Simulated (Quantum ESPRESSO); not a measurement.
# Dipole at the next field: Y2NF2 MXene, 1 layer

Method. Quantum ESPRESSO 7.5, RPBE, GBRV ultrasoft, PBE files; sawtooth field along the normal with dipole correction, ions clamped, threshold 1e-9 Ry; cell area 10.378 Å².

```
field (V/Å)  dipole (e Å a cell)
          0             −0.00004
        0.1              0.03002
        0.2              0.06008
```

**Question.** What is the dipole at 0.3 V/Å, and what electrostatic thickness 4πα/A follows from the rows?

**Worked estimate.** The slope is (0.06008 − (−0.00004))/0.2 = 0.3006 e Å²/V, so 4πα/A = 180.95 × 0.3006/10.378 = 5.24 Å. Linear response gives p = −0.00004 + 0.3006 × (0.3) = 0.09014 e Å; a parabola through the three rows gives 0.09014.

What the calculation gave: p = 0.09013 e Å. The line misses by 0.0 % of the induced dipole and the parabola by 0.0 %. The response is linear over this range.

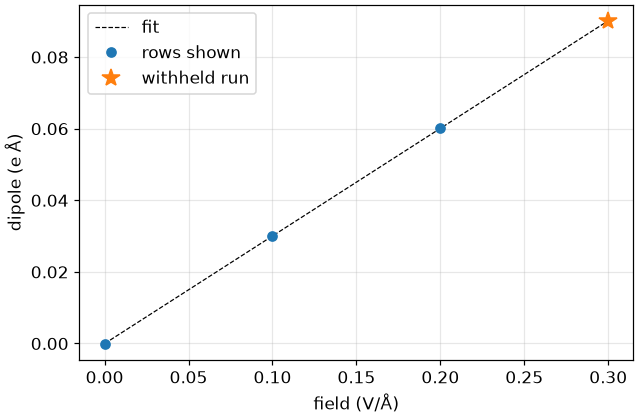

The rows shown, the fit and the withheld run.

**Limits.** Electrons alone respond; local and semilocal functionals tend to overscreen.

[Logs are printed without paths, hosts, clocks, repeated set-up lines and the standing remarks that a program may print on its own settings, such as how far it seeks lower states.]
